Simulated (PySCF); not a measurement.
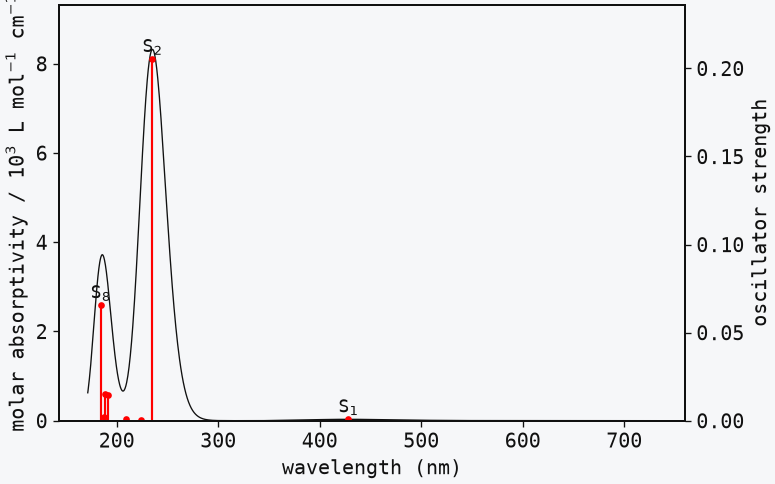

Computed absorption of C₃H₅ClOSi, SMILES O=C([SiH3])/C=C\Cl. Vertical TDDFT excitations, PBE0/def2-SVPD in PySCF, at a GFN2-xTB geometry (no frequency check), gas phase. Only the first 8 singlet excitations are included; each is broadened by a Gaussian of 1/e half-width 0.40 eV. Sticks give oscillator strengths (right axis).

### Where is the lowest singlet, and is it bright?

S1 lies at 2.90 eV (428 nm) with f = 0.001, mainly HOMO → LUMO (98 %); it is dark or nearly so.

### Which of the computed transitions is the brightest, and what character does the calculation give it?

S2 at 5.27 eV (235 nm), f = 0.205, mainly HOMO−1 → LUMO (92 %).

Note: the tight-binding geometry is rougher than a DFT one and adds to the error; one conformer of a flexible molecule; core orbitals are frozen in the response.
